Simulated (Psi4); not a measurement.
# Two attempts at AlCl2 (SMILES [Cl][Al][Cl])

Aim: a single-point energy of AlCl2 at UMP2/aug-pcseg-2 (density fitting, density fitting for correlation).

The calculation is run with Psi4 1.11.

**1. The molecule**

The species is AlCl2 (3 atoms), meant as a doublet with charge 0. As SMILES, `[Cl][Al][Cl]`. The coordinates come from a PBE0-D4/def2-TZVP relaxation.

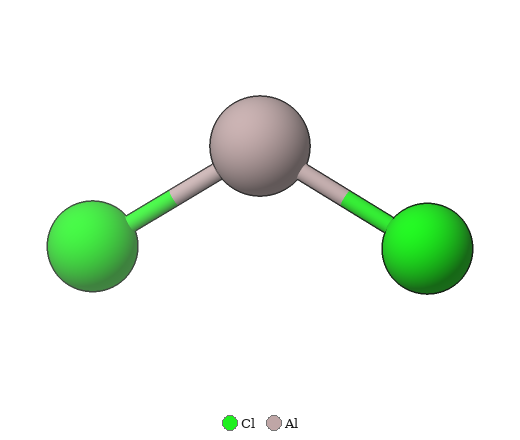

The structure, seen from a chosen angle (chlorine green, aluminium light grey).

**2. Try one**

Contents of job.py:

```python
import psi4

psi4.set_memory(1600000000)
psi4.set_num_threads(1)
psi4.set_output_file('psi4.out', False)

geom = psi4.geometry("""
0 2
Cl     2.59799548     1.64084919     1.58491330
Al    -0.81655066     0.98398039    -0.33485947
Cl    -1.80204283    -2.74728384    -1.27499822
units au
symmetry c1
no_reorient
no_com
""")

psi4.set_options(dict(reference='uhf', scf_type='disk_df', freeze_core=True, mp2_type='df', docc=[24]))

E, wfn = psi4.energy('mp2/aug-pcseg-2', return_wfn=True)
print('E =', round(E, 9))
```

Command:

```console
$ python job.py
```

psi4.out:

```text
Psi4 1.11 release

   => Loading Basis Set <=

    Name: AUG-PCSEG-2
    Role: ORBITAL
    Keyword: BASIS
```

On the terminal:

```text
Traceback (most recent call last):
  File "job.py", line 20, in <module>
    E, wfn = psi4.energy('mp2/aug-pcseg-2', return_wfn=True)
RuntimeError:
Fatal Error: Got 24 beta electrons, expected 23.
DOCC and SOCC must specify the occupation of all electrons or none.
```

It took 0.95 s on 1 thread of Intel Xeon 6975P-C (Granite Rapids), shared host; peak memory 0.13 GiB.

**3. Reading the log**

The program refused the input.

The log says `Fatal Error: Got 24 beta electrons, expected 23.`. What is wrong: the orbital occupation or active space doesn't match the electron count or the lowest state. To mend it: docc at its default in place of (24).

**4. Second attempt**

Contents of job.py:

```python
import psi4

psi4.set_memory('1600 MB')
psi4.set_num_threads(1)
psi4.set_output_file('output.dat', False)

molecule = psi4.geometry("""
0 2
Cl     2.59799548     1.64084919     1.58491330
Al    -0.81655066     0.98398039    -0.33485947
Cl    -1.80204283    -2.74728384    -1.27499822
units bohr
symmetry c1
no_reorient
no_com
""")

psi4.set_options({
    'reference': 'uhf',
    'scf_type': 'disk_df',
    'freeze_core': True,
    'mp2_type': 'df',
})

E, wfn = psi4.energy('mp2/aug-pcseg-2', return_wfn=True)
print(f'mp2/aug-pcseg-2 energy: {E:.10f} Eh')
```

Command:

```console
$ python job.py
```

output.dat:

```text
[...]
  Running in c1 symmetry.
[...]
  Nuclear repulsion =  153.526194877914463
[...]
  Multiplicity = 2
[...]
  Nalpha       = 24
  Nbeta        = 23
[...]
    Number of basis functions: 150
[...]
   @DF-UHF iter   1: -1161.03503692702725   -5.24151e-01   1.70068e-03 ADIIS/DIIS
[...]
   @DF-UHF iter  12: -1161.07329693731640   -1.86446e-11   5.61180e-09 DIIS
[...]
   @S^2 Observed:                7.532630879E-01
[...]
    Orbital Energies [Eh]
    ---------------------
    Alpha Occupied:
       1A   -104.783645     2A   -104.783636     3A    -58.498272
       4A    -10.546992     5A    -10.546978     6A     -8.016738
       7A     -8.016728     8A     -8.014057     9A     -8.014046
      10A     -8.013958    11A     -8.013947    12A     -4.958110
      13A     -3.273471    14A     -3.270310    15A     -3.269075
      16A     -1.097535    17A     -1.085324    18A     -0.599425
      19A     -0.532922    20A     -0.496654    21A     -0.487929
      22A     -0.471018    23A     -0.465359    24A     -0.345454
    Alpha Virtual:
      25A      0.012358    26A      0.025902    27A      0.028649
[...]
  @DF-UHF Final Energy: -1161.07329693731640
   => Energetics <=
    Nuclear Repulsion Energy =            153.5261948779144632
    One-Electron Energy =               -1914.4764102360391007
    Two-Electron Energy =                 599.8769184208085790
    Total Energy =                      -1161.0732969373161723
  UHF NO Occupations:
  HONO-2 :   22  A 1.9997347
  HONO-1 :   23  A 1.9990080
[...]
 Multipole Moments:
 ------------------------------------------------------------------------------------
     Multipole            Electronic (a.u.)      Nuclear  (a.u.)        Total (a.u.)
 ------------------------------------------------------------------------------------
 L = 1.  Multiply by 2.5417464519 to convert [e a0] to [Debye]
 Dipole X            :         -3.3204367            2.9160365           -0.4044002
 Dipole Y            :          6.5297011           -6.0176440            0.5120572
 Dipole Z            :         -1.0784536            0.9153832           -0.1630703
 Magnitude           :                                                    0.6725578
[...]
```

The script printed:

```text
mp2/aug-pcseg-2 energy: -1161.4880734003 Eh
```

Wall time 3 s (1 thread of Intel Xeon 6975P-C (Granite Rapids), shared host); peak memory 0.29 GiB.

**5. What came out**

At UMP2/aug-pcseg-2 (density fitting, density fitting for correlation):

```
                                                  quantity           value
                                              total energy  -1161.48807 Eh
HOMO energy (Hartree–Fock orbitals) (highest over α and β)        -9.40 eV
 LUMO energy (Hartree–Fock orbitals) (lowest over α and β)        -0.17 eV
              correlation energy (15 core orbitals frozen)      -414.8 mEh
                         ⟨S²⟩ of the reference determinant           0.753
```
